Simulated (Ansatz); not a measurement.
## Tl2InF5: relaxing a made-up structure

This structure for Tl2InF5 is made up. Its elements were placed in a known structure type with a cell scaled to their sizes. What cell does the guess relax to, and how far off was it?

Calculated with Ansatz 0.2.0; DFT, PBE, plane-wave PAW, files of the set soft_1, scalar-relativistic, no spin, cell and ions relaxed at zero pressure; PAW set soft_1, in the first sound run; inputs show where later runs differ.

## (1) The structure

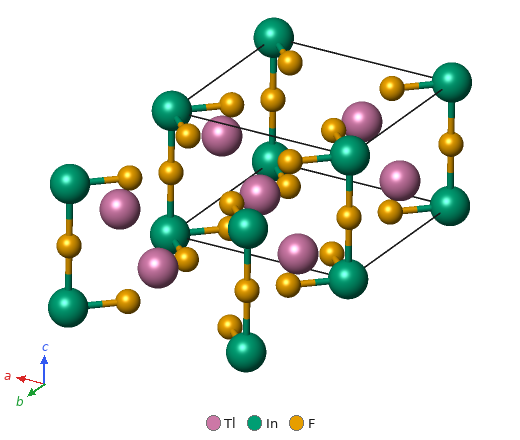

Start, viewed from a free direction; thallium pink, indium teal, fluorine orange. 1×2×1 cells are drawn. Some periodic images of atoms are drawn too.

## (2) Relaxing cell and atoms

The guess takes its coordinates from another compound and its volume from a rule, so the cell and any free coordinates are relaxed together.

Contents of input.yaml:

```yaml
crystal:
  lattice:
    - [5.991, 0.0, 0.0]
    - [0.0, 5.991, 0.0]
    - [0.0, 0.0, 3.971]
  atoms:
    - { symbol: Tl, position: [0.5, 0.0, 0.5] }
    - { symbol: Tl, position: [0.0, 0.5, 0.5] }
    - { symbol: In, position: [0.0, 0.0, 0.0] }
    - { symbol: F, position: [0.2135, 0.2135, 0.0] }
    - { symbol: F, position: [0.0, 0.0, 0.5] }
    - { symbol: F, position: [0.7865, 0.2135, 0.0] }
    - { symbol: F, position: [0.2135, 0.7865, 0.0] }
    - { symbol: F, position: [0.7865, 0.7865, 0.0] }
kpoints:
  mp_grid: { grid: [5, 5, 7] }
scf:
  occupations: { method: fermi_dirac, width: 0.05 }
hamiltonian:
  xc: pbe
  pseudopotentials: { kind: paw, azcp: { folder: soft_1 } }
relax:
  f_tol: 0.015
  max_steps: 70
  cell: {}
output:
  forces: true
  stress: true
```

Run with:

```bash
$ ansatz run input.yaml --threads 4 --pin off --max-ram 10240MiB --backend cpu --events-out ev --progress --plain --runs-dir out
```

Numbers of over 12 decimals in the logs are rounded to 6 here.

The log of the run:

```text
Engine: ansatz 0.2.0, x86_64-unknown-linux-gnu
Pseudopotentials: kind: paw
Pseudopotential: Tl, paw, valence charge 13, recommended cutoff 420 eV (normal), soft_1/Tl.paw.azcp
Pseudopotential: In, paw, valence charge 13, recommended cutoff 420 eV (normal), soft_1/In.paw.azcp
Pseudopotential: F, paw, valence charge 7, recommended cutoff 420 eV (normal), soft_1/F.paw.azcp
Functional definition: PBE
  parameter kappa = 0.804
  parameter beta = 0.066725
  exchange = pbe_x(kappa = kappa, mu = beta*pi^2/3)
  correlation = pbe_c(beta = beta)
Crystal: 8 atoms, lattice volume = 142.527 Å³
Basis set: ecut = 420 eV, 2769 PW (Γ), exchange–correlation on 90×90×54 points (8 copies of the dense FFT grid, shifted against one another)
Bands: 45, of which v1, the nominal top of the filled ones, is band 37 counted from 1 (36 counted from 0)
Symmetry: 16 space group operations
Space group: P4/mmm (ITA 123), of the structure as read, at distance tolerance 5.2e-5 Å
k-points: 24 of 175
Non-local potential: Tl, projectors of the file, l = 0: 2, l = 1: 2, l = 2: 2, l = 3: 1
Non-local potential: In, projectors of the file, l = 0: 2, l = 1: 2, l = 2: 2, l = 3: 1
Non-local potential: F, projectors of the file, l = 0: 2, l = 1: 2, l = 2: 1
PAW form: soft (Blöchl's): semilocal exchange-correlation on the pseudo side does not see the compensation charge
PAW one-centre angular grid: Tl, 590 points (default); XC on 64 Gauss nodes
PAW one-centre angular grid: In, 590 points (default); XC on 64 Gauss nodes
PAW one-centre angular grid: F, 110 points (default); XC on 64 Gauss nodes
Initial density: superposition of atomic densities (chi_scale 0.1, normalization cell, long waves kept (reshape's long-wave potential 0.27 eV rms))
Initial wavefunctions: pseudopotential atomic-orbital guess
Functional: x = pbe(κ = 0.804, μ = 0.219515), c = pbe(β = 0.066725)
SCF iter   1: F=—  HF=-32539.704036 eV  |F-HF|=—  |Δ(HF+E_count)|=         —  Δρ=1.34e-1  dr2=2.51e1  ethr=3.10e-3  ⟨swp⟩=7.3  Hψ=4597  notcnv=0  defer=2
preconditioner: auto → Resta (q_TF=auto, 2.446 Å⁻¹)  ε∞=4.1  [insulator: Δε(μ)=1.813 eV  Ē_g=15.297 eV  σ=0.050 eV  W_gap=1.00  n_scr=38 (ndim 8)  ℏωp=26.8 eV  f_vac=0.141  D(μ)=0.00/eV (n_scr^D=0)  ε∞_Penn≈4.1]
SCF iter   2: F=—  HF=-32532.648063 eV  |F-HF|=—  |Δ(HF+E_count)|=    7.06e0  Δρ=4.82e-2  dr2=2.73e0  ethr=3.10e-3  ⟨swp⟩=3.7  Hψ=2637  notcnv=0  defer=43
SCF iter   3: F=—  HF=-32531.914407 eV  |F-HF|=—  |Δ(HF+E_count)|=   7.34e-1  Δρ=1.70e-2  dr2=7.07e-1  ethr=3.10e-3  ⟨swp⟩=2.8  Hψ=2195  notcnv=0  defer=43
SCF iter   4: F=—  HF=-32531.725509 eV  |F-HF|=—  |Δ(HF+E_count)|=   1.89e-1  Δρ=9.66e-3  dr2=2.23e-1  ethr=9.55e-4  ⟨swp⟩=2.0  Hψ=1400  notcnv=0  defer=45
SCF iter   5: F=—  HF=-32531.648553 eV  |F-HF|=—  |Δ(HF+E_count)|=   7.70e-2  Δρ=3.83e-3  dr2=2.49e-2  ethr=3.02e-4  ⟨swp⟩=3.0  Hψ=1911  notcnv=0  defer=45
SCF iter   6: F=—  HF=-32531.642221 eV  |F-HF|=—  |Δ(HF+E_count)|=   6.33e-3  Δρ=8.59e-4  dr2=1.97e-3  ethr=3.37e-5  ⟨swp⟩=2.0  Hψ=2253  notcnv=0  defer=48
SCF iter   7: F=—  HF=-32531.643182 eV  |F-HF|=—  |Δ(HF+E_count)|=   9.60e-4  Δρ=3.17e-4  dr2=1.71e-4  ethr=2.66e-6  ⟨swp⟩=2.0  Hψ=1518  notcnv=0  defer=48
SCF iter   8: F=—  HF=-32531.643284 eV  |F-HF|=—  |Δ(HF+E_count)|=   1.03e-4  Δρ=6.97e-5  dr2=1.93e-5  ethr=2.31e-7  ⟨swp⟩=2.0  Hψ=1837  notcnv=0  defer=48
SCF iter   9: F=—  HF=-32531.642890 eV  |F-HF|=—  |Δ(HF+E_count)|=   3.94e-4  Δρ=3.46e-5  dr2=1.73e-6  ethr=2.60e-8  ⟨swp⟩=2.0  Hψ=1945  notcnv=0  defer=48
SCF iter  10: F=-32531.642890 eV  HF=-32531.642890 eV  |F-HF|=1.34e-8  |Δ(HF+E_count)|=   1.10e-7  Δρ=6.76e-6  dr2=6.90e-8  ethr=1.35e-10  ⟨swp⟩=3.1  Hψ=4751  notcnv=0
SCF 1 converged in 10 iterations: F = -32531.642890 eV  dr2 = 6.90e-8
  greatest PAW one-centre occupation: 0.998 electrons in one spin orbital (limit 2), on the In atom at site 2 (counted from 0), in its partial waves of l = 2
relax step   1: F+E_penalty+E_count = -32531.64289019 eV  Δ(F+E_penalty+E_count) = +0.000e0 eV  max|allowed force component| = 5.385e0 eV/Å  Δτ_max = 0.0000 Å  P = +28.896 GPa  Ω = 142.527 Å³  (10 SCF iters, dr2 threshold 1.00e-7 eV, accepted)
Crystal: 8 atoms, lattice volume = 159.384 Å³
Basis set: ecut = 420 eV, 3113 PW (Γ), exchange–correlation on 90×90×54 points (8 copies of the dense FFT grid, shifted against one another)
Initial density: handed on by an earlier stage of this run
Initial wavefunctions: those handed on with the density
iter 1 solved again at ethr=3.21e-4 eV; its pass at ethr=3.10e-3 eV (dr2=2.37e-1 eV) is discarded
SCF iter   1: F=—  HF=-32535.210690 eV  |F-HF|=—  |Δ(HF+E_count)|=         —  Δρ=1.67e-2  dr2=2.33e-1  ethr=3.21e-4  ⟨swp⟩=1.2  Hψ=5675  notcnv=0
preconditioner: auto → Resta (q_TF=auto, 2.401 Å⁻¹)  ε∞=4.0  [insulator: Δε(μ)=4.091 eV  Ē_g=14.681 eV  σ=0.050 eV  W_gap=1.00  n_scr=38 (ndim 8)  ℏωp=25.3 eV  f_vac=0.187  D(μ)=0.00/eV (n_scr^D=0)  ε∞_Penn≈4.0]
SCF iter   2: F=—  HF=-32535.136344 eV  |F-HF|=—  |Δ(HF+E_count)|=   7.43e-2  Δρ=7.09e-3  dr2=5.31e-2  ethr=3.15e-4  ⟨swp⟩=2.0  Hψ=2040  notcnv=0
SCF iter   3: F=—  HF=-32535.122110 eV  |F-HF|=—  |Δ(HF+E_count)|=   1.42e-2  Δρ=3.14e-3  dr2=1.04e-2  ethr=7.18e-5  ⟨swp⟩=2.0  Hψ=2068  notcnv=0  defer=4
SCF iter   4: F=—  HF=-32535.119700 eV  |F-HF|=—  |Δ(HF+E_count)|=   2.41e-3  Δρ=8.16e-4  dr2=1.23e-3  ethr=1.41e-5  ⟨swp⟩=2.0  Hψ=1681  notcnv=0  defer=22
SCF iter   5: F=—  HF=-32535.119580 eV  |F-HF|=—  |Δ(HF+E_count)|=   1.20e-4  Δρ=3.44e-4  dr2=1.16e-4  ethr=1.66e-6  ⟨swp⟩=2.0  Hψ=1940  notcnv=0  defer=22
SCF iter   6: F=—  HF=-32535.119403 eV  |F-HF|=—  |Δ(HF+E_count)|=   1.77e-4  Δρ=2.16e-4  dr2=4.49e-5  ethr=1.56e-7  ⟨swp⟩=2.0  Hψ=1940  notcnv=0  defer=22
SCF iter   7: F=—  HF=-32535.119396 eV  |F-HF|=—  |Δ(HF+E_count)|=   7.56e-6  Δρ=3.28e-5  dr2=1.50e-6  ethr=6.07e-8  ⟨swp⟩=2.0  Hψ=1831  notcnv=0  defer=22
SCF iter   8: F=-32535.119397 eV  HF=-32535.119397 eV  |F-HF|=6.46e-8  |Δ(HF+E_count)|=   9.10e-7  Δρ=6.01e-6  dr2=1.13e-7  ethr=1.08e-9  ⟨swp⟩=4.0  Hψ=3452  notcnv=0
SCF 2 converged in 8 iterations: F = -32535.119397 eV  dr2 = 1.13e-7
  greatest PAW one-centre occupation: 0.994 electrons in one spin orbital (limit 2), on the In atom at site 2 (counted from 0), in its partial waves of l = 2
relax step   2: F+E_penalty+E_count = -32535.11939684 eV  Δ(F+E_penalty+E_count) = -3.477e0 eV  max|allowed force component| = 1.266e0 eV/Å  Δτ_max = 0.1051 Å  P = +6.735 GPa  Ω = 159.384 Å³  energy of the carried Pulay correction = -2.285e-2 eV  (8 SCF iters, dr2 threshold 8.00e-7 eV, accepted)
Crystal: 8 atoms, lattice volume = 168.753 Å³
[...]
greatest PAW one-centre occupation: 0.993 electrons in one spin orbital (limit 2), on the In atom at site 2 (counted from 0), in its partial waves of l = 2
relax step   3: F+E_penalty+E_count = -32535.42047362 eV  Δ(F+E_penalty+E_count) = -3.011e-1 eV  max|allowed force component| = 4.928e-1 eV/Å  Δτ_max = 0.0112 Å  P = +1.649 GPa  Ω = 168.753 Å³  energy of the carried Pulay correction = -3.449e-2 eV  (7 SCF iters, dr2 threshold 8.00e-7 eV, accepted)
[... from here on, the SCF cycles and remarks between the steps are left out ...]
relax step   4: F+E_penalty+E_count = -32535.47928379 eV  Δ(F+E_penalty+E_count) = -5.881e-2 eV  max|allowed force component| = 4.602e-2 eV/Å  Δτ_max = 0.0516 Å  P = +0.346 GPa  Ω = 166.486 Å³  energy of the carried Pulay correction = -3.174e-2 eV  (7 SCF iters, dr2 threshold 8.00e-7 eV, accepted)
relax step   5: F+E_penalty+E_count = -32535.47992566 eV  Δ(F+E_penalty+E_count) = -6.419e-4 eV  max|allowed force component| = 5.467e-3 eV/Å  Δτ_max = 0.0060 Å  P = -0.078 GPa  Ω = 168.174 Å³  energy of the carried Pulay correction = -3.379e-2 eV  (6 SCF iters, dr2 threshold 8.00e-7 eV, accepted)
relax step   6: F+E_penalty+E_count = -32535.48030794 eV  Δ(F+E_penalty+E_count) = -3.823e-4 eV  max|allowed force component| = 7.173e-4 eV/Å  Δτ_max = 0.0000 Å  P = -0.046 GPa  Ω = 168.083 Å³  energy of the carried Pulay correction = -3.368e-2 eV  (4 SCF iters, dr2 threshold 1.75e-7 eV, accepted)
relax step   7: F+E_penalty+E_count = -32535.48051677 eV  Δ(F+E_penalty+E_count) = -2.088e-4 eV  max|allowed force component| = 4.968e-4 eV/Å  Δτ_max = 0.0000 Å  P = +0.001 GPa  Ω = 167.961 Å³  energy of the carried Pulay correction = -3.353e-2 eV  (5 SCF iters, dr2 threshold 3.55e-8 eV, accepted)
relax step   8: F+E_penalty+E_count = -32535.58749802 eV  Δ(F+E_penalty+E_count) = -1.070e-1 eV  max|allowed force component| = 3.243e-3 eV/Å  Δτ_max = 0.0000 Å  P = +1.099 GPa  Ω = 167.961 Å³  stress off target by 1.19e0 GPa  SCF on the basis re-selected at this cell (its energy is not comparable with the rows above)  (9 SCF iters)
relax step   9: F+E_penalty+E_count = -32535.60330795 eV  Δ(F+E_penalty+E_count) = -1.581e-2 eV  max|allowed force component| = 1.987e-3 eV/Å  Δτ_max = 0.0222 Å  P = +0.394 GPa  Ω = 173.047 Å³  energy of the carried Pulay correction = -7.420e-3 eV  (7 SCF iters, dr2 threshold 8.00e-7 eV, accepted)
relax step  10: F+E_penalty+E_count = -32535.60170311 eV  Δ(F+E_penalty+E_count) = +1.605e-3 eV  max|allowed force component| = 2.606e-3 eV/Å  Δτ_max = 0.0172 Å  P = +0.031 GPa  Ω = 176.596 Å³  energy of the carried Pulay correction = -1.398e-2 eV  (7 SCF iters, dr2 threshold 4.43e-7 eV, accepted)
relax step  11: F+E_penalty+E_count = -32535.61724461 eV  Δ(F+E_penalty+E_count) = -1.554e-2 eV  max|allowed force component| = 3.294e-3 eV/Å  Δτ_max = 0.0000 Å  P = +0.080 GPa  Ω = 176.596 Å³  stress off target by 1.18e-1 GPa  SCF on the basis re-selected at this cell (its energy is not comparable with the rows above)  (8 SCF iters)
relax step  12: F+E_penalty+E_count = -32535.61653356 eV  Δ(F+E_penalty+E_count) = +7.110e-4 eV  max|allowed force component| = 2.199e-4 eV/Å  Δτ_max = 0.0042 Å  P = +0.003 GPa  Ω = 177.444 Å³  energy of the carried Pulay correction = -1.041e-3 eV  (7 SCF iters, dr2 threshold 3.51e-8 eV, accepted)
iter 1 solved again at ethr=7.02e-8 eV; its pass at ethr=3.10e-3 eV (dr2=5.20e-5 eV) is discarded
SCF iter   1: F=—  HF=-32535.617886 eV  |F-HF|=—  |Δ(HF+E_count)|=         —  Δρ=3.55e-5  dr2=3.76e-7  ethr=7.02e-8  ⟨swp⟩=3.4  Hψ=7196  notcnv=0
preconditioner: auto → Resta (q_TF=auto, 2.358 Å⁻¹)  ε∞=3.8  [insulator: Δε(μ)=4.039 eV  Ē_g=14.258 eV  σ=0.050 eV  W_gap=1.00  n_scr=38 (ndim 8)  ℏωp=24.0 eV  f_vac=0.203  D(μ)=0.00/eV (n_scr^D=0)  ε∞_Penn≈3.8]
SCF iter   2: F=—  HF=-32535.617656 eV  |F-HF|=—  |Δ(HF+E_count)|=   2.29e-4  Δρ=1.73e-5  dr2=1.88e-7  ethr=5.08e-10  ⟨swp⟩=2.9  Hψ=2049  notcnv=0
SCF iter   3: F=—  HF=-32535.617658 eV  |F-HF|=—  |Δ(HF+E_count)|=   1.29e-6  Δρ=8.94e-6  dr2=2.43e-8  ethr=2.54e-10  ⟨swp⟩=2.0  Hψ=1794  notcnv=0
SCF iter   4: F=—  HF=-32535.617658 eV  |F-HF|=—  |Δ(HF+E_count)|=   6.38e-7  Δρ=2.39e-6  dr2=3.67e-9  ethr=3.28e-11  ⟨swp⟩=2.0  Hψ=1601  notcnv=0
SCF iter   5: F=—  HF=-32535.617658 eV  |F-HF|=—  |Δ(HF+E_count)|=   1.52e-8  Δρ=8.02e-7  dr2=9.14e-10  ethr=4.97e-12  ⟨swp⟩=2.0  Hψ=1944  notcnv=0
SCF iter   6: F=—  HF=-32535.617658 eV  |F-HF|=—  |Δ(HF+E_count)|=  2.98e-10  Δρ=2.14e-7  dr2=1.66e-10  ethr=1.24e-12  ⟨swp⟩=2.0  Hψ=1808  notcnv=0
SCF iter   7: F=-32535.617658 eV  HF=-32535.617658 eV  |F-HF|=7.28e-12  |Δ(HF+E_count)|=  1.93e-10  Δρ=1.10e-7  dr2=2.02e-11  ethr=1.00e-12  ⟨swp⟩=4.0  Hψ=3360  notcnv=0
SCF 13 converged in 7 iterations: F = -32535.617658 eV  dr2 = 2.02e-11
relax step  13: F+E_penalty+E_count = -32535.61765818 eV  Δ(F+E_penalty+E_count) = -1.125e-3 eV  max|allowed force component| = 2.805e-4 eV/Å  Δτ_max = 0.0000 Å  P = +0.006 GPa  Ω = 177.444 Å³  stress off target by 1.80e-2 GPa  SCF on the basis re-selected at this cell (its energy is not comparable with the rows above)  (7 SCF iters)
basis re-selected at this cell: Δ(F+E_penalty+E_count) = -1.125e-3 eV, ΔP = +0.004 GPa vs the last step (what re-selecting the basis moved, of the pressure what is left beyond the Pulay correction that the steps carried, after the strain that the cell walked since its last selection, with what the two solves' SCF thresholds leave and, on support functions, any second-order correction that the steps lacked; it is no m [...]
SCF converged after 7 iterations
Free energy (F): -32535.617658 eV
Harris-Foulkes:  -32535.617658 eV  (|F-HF|=7.28e-12)
Internal energy: -32535.617658 eV  (E = F + TS)
E sigma→0 (E₀):  -32535.617658 eV
Fermi energy:    3.690682 eV
--- Per-component energies (eV) ---
  E_band       = -422.428087
  E_kinetic    = 1733.974654
  E_local      = -7876.063739  (includes V_loc(G=0)·N_el)
  E_nonlocal   = 1398.175306
  E_hartree    = 3135.381312
  E_xc         = -897.914728
  E_vxc        = -826.095122  (∫ρ·V_xc dr)
  E_paw        = -25605.766819  (= ΣΔE_a)
  E_vpaw       = -1123.185616  (= ΣTr[D̂ρ^β])
  E_aug_tail   = 0.003586  (compensation charges beyond the density's cutoff)
  E_ewald      = -4423.407229
  E_smearing   = -0.000000  (= −TS)
  E_closure    = -0.000000  (closes the sum)
  Σ components = -32535.617658   (vs F -32535.617658, Δ=0.00e0)
--- Forces (eV/Å), atoms counted from 1 ---
  atom   1  Tl     0.00000000    -0.00000000     0.00000000
  atom   2  Tl     0.00000000    -0.00000000     0.00000000
  atom   3  In    -0.00000000     0.00000000     0.00000000
  atom   4  F      0.00028053     0.00028053     0.00000000
  atom   5  F      0.00000000     0.00000000     0.00000000
  atom   6  F     -0.00028053     0.00028053    -0.00000000
  atom   7  F      0.00028053    -0.00028053     0.00000000
  atom   8  F     -0.00028053    -0.00028053    -0.00000000
  max |Σ_I F_I| component: 2.17e-19 eV/Å
--- Stress (GPa, compression-positive) ---
        0.018004       0.000000       0.000000
        0.000000       0.018004      -0.000000
        0.000000      -0.000000      -0.017330
  P = ⅓ Tr σ = 0.0062 GPa (0.062 kbar)
--- Relaxed structure (10 steps of the walk, 10 accepted, 3 SCFs on fresh bases) ---
  F+E_penalty+E_count = -32535.61765818 eV   max|allowed force component| = 2.805e-4 eV/Å   (the final SCF, on the basis selected at the relaxed cell)
  cell:  # Å, volume = 177.4440 Å³
    - [6.463644, 0, 0]
    - [0, 6.463644, 0]
    - [0, 0, 4.247236]
  atoms:
    - { symbol: Tl, position: [0.5, -3.6194363962126586e-19, 0.500000] }
    - { symbol: Tl, position: [-1.8097181981063134e-19, 0.5, 0.500000] }
    - { symbol: In, position: [-1.8097181981063435e-19, -3.6194363962126846e-19, 0] }
    - { symbol: F, position: [0.227483, 0.227483, 0] }
    - { symbol: F, position: [-1.8097181981063014e-19, -3.619436396212672e-19, 0.500000] }
    - { symbol: F, position: [0.772517, 0.227483, 0] }
    - { symbol: F, position: [0.227483, 0.772517, 0] }
    - { symbol: F, position: [0.772517, 0.772517, 0] }
```

Wall time 26 s (4 threads of Intel Xeon Platinum 8375C at 2.90GHz (Ice Lake), shared host); peak memory 0.81 GiB; 92 s of CPU time.

Relaxation path:

```
step  energy less that of the first step (eV)  largest force component (eV/Å)  pressure (GPa)  volume (Å³)
   1                                   0.0000                          5.3854           28.90       142.53
   2                                  -3.4765                          1.2662            6.73       159.38
   3                                  -3.7776                          0.4928            1.65       168.75
   4                                  -3.8364                          0.0460            0.35       166.49
   5                                  -3.8370                          0.0055           -0.08       168.17
   6                                  -3.8374                          0.0007           -0.05       168.08
   7                                  -3.8376                          0.0005            0.00       167.96
  8*                                  -3.9446                          0.0032            1.10       167.96
   9                                  -3.9604                          0.0020            0.39       173.05
  10                                  -3.9588                          0.0026            0.03       176.60
 11*                                  -3.9744                          0.0033            0.08       176.60
  12                                  -3.9736                          0.0002            0.00       177.44
 13*                                  -3.9748                          0.0003            0.01       177.44
```

Relaxation steps marked * repeat the geometry before them on a plane-wave basis chosen anew for their cell, so energy and pressure can jump there.

Forces are held to the 16 operations that the run works with; a distortion that breaks them can't arise in this run.

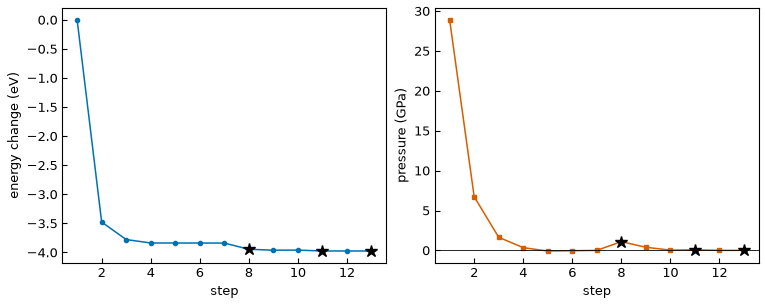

Energy and pressure along the relaxation. Stars mark steps on a basis chosen anew.

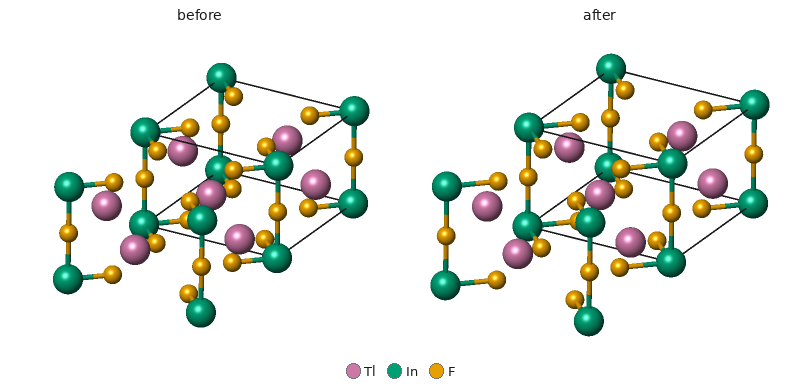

Before and after, at one scale.

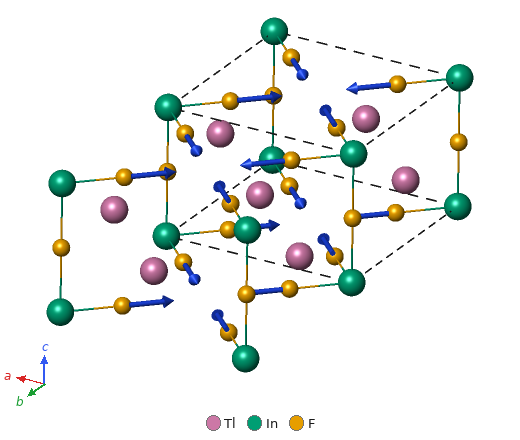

Displacements in the relaxation, exaggerated, measured against the changing cell; the longest in the cell stands for 0.13 Å. 1×2×1 cells are drawn. Some periodic images of atoms are drawn too.

```
conventional cell, symmetrised  before  after   change
                         a (Å)   5.991  6.464   +7.9 %
                         b (Å)   5.991  6.464   +7.9 %
                         c (Å)   3.971  4.247   +7.0 %
              volume (Å³/atom)   17.82  22.18  +24.5 %
```

The atoms that moved most (Å, as changes of fractional coordinates times the final cell):

```
atom      dx      dy     dz  length
  F4   0.090   0.090  0.000   0.128
  F6  -0.090   0.090  0.000   0.128
  F7   0.090  -0.090  0.000   0.128
  F8  -0.090  -0.090  0.000   0.128
```

Final coordinates:

```cif
data_structure
_symmetry_space_group_name_H-M 'P 1'
_symmetry_Int_Tables_number 1
_cell_length_a 6.4636
_cell_length_b 6.4636
_cell_length_c 4.2472
_cell_angle_alpha 90.000
_cell_angle_beta 90.000
_cell_angle_gamma 90.000
_cell_volume 177.44
loop_
_atom_site_label
_atom_site_type_symbol
_atom_site_fract_x
_atom_site_fract_y
_atom_site_fract_z
_atom_site_occupancy
Tl1 Tl 0.50000 0.00000 0.50000 1
Tl2 Tl 0.00000 0.50000 0.50000 1
In3 In 0.00000 0.00000 0.00000 1
F4 F 0.22748 0.22748 0.00000 1
F5 F 0.00000 0.00000 0.50000 1
F6 F 0.77252 0.22748 0.00000 1
F7 F 0.22748 0.77252 0.00000 1
F8 F 0.77252 0.77252 0.00000 1
```

This step gave:

```yaml
free_energy: -32535.6177 eV
fermi_energy: 3.691 eV
gap_by_band_count: 4.039 eV
electrons: 74
symmetry_operations: 16
pressure: 0.006226 GPa
```

Shortest distances by pair of elements, guess and relaxed (not always the same contact):

```
 pair  guess (Å)  relaxed (Å)
 F–In      1.809        2.079
  F–F      2.558        2.941
 F–Tl      2.920        3.126
In–Tl      3.594        3.867
Tl–Tl      3.971        4.247
```

The relaxation ends with a largest force component of 2.8e-4 eV/Å and a pressure of 0.01 GPa.

(Continued in part 2 of 2.)

[Logs are printed without paths, hosts, clocks, repeated set-up lines and the standing remarks that a program may print on its own settings, such as how far it seeks lower states.]

[Hosts, paths, dates, database ids (printed as entryN), source tags and the programs' standing remarks are cut or masked in the printed files.]
